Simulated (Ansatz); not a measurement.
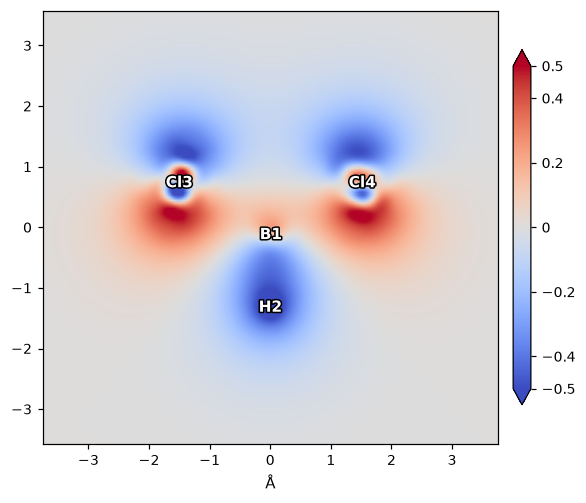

The picture shows: BCl$_{2}$H. The HOMO on the molecular plane (values in Å⁻³ᐟ²; the overall sign is arbitrary).

Level of theory: RKS LDA/6-31G* (Ansatz 0.2.0).

Where does this orbital lie, and at what energy?

Answer. It lies mainly on Cl3 (about 35 %), Cl4 (about 35 %), H2 (about 15 %) and B1 (about 15 %); it is symmetric in the molecular plane (an in-plane orbital: σ, lone-pair or in-plane π type). Its energy is −7.82 eV.
